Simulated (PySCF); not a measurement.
Si(CCH)(F)2(Me), SMILES C#C[Si](C)(F)F (C₃H₄F₂Si) at its PBE0/def2-SVP optimised geometry (Å):

```
10

C      1.2322    -0.7708     0.0382
C      0.0169    -0.7464     0.0000
Si    -1.8047    -0.7464     0.0000
C     -2.5409    -1.6595     1.4186
F     -2.3081    -1.3814    -1.3967
F     -2.3081     0.7880     0.0000
H      2.3081    -0.7880     0.0651
H     -2.2284    -1.2070     2.3719
H     -3.6400    -1.6368     1.3660
H     -2.2135    -2.7102     1.4124
```

Calculation: PBE0/def2-TZVP in PySCF. Cells within 0.4 Å of a nucleus heavier than hydrogen are left out (blank, or x).

Map of the deformation density (molecule minus spherical neutral atoms) (e/bohr³) on the plane z = 0.0 Å:

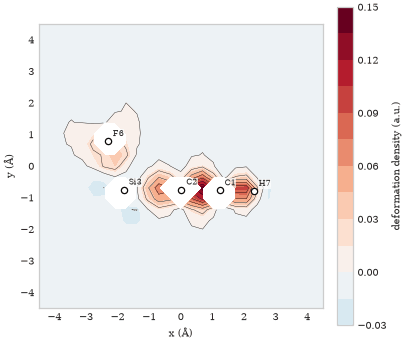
Figure. Deformation density (molecule minus spherical neutral atoms) (e/bohr³) on the plane z = 0.0 Å.
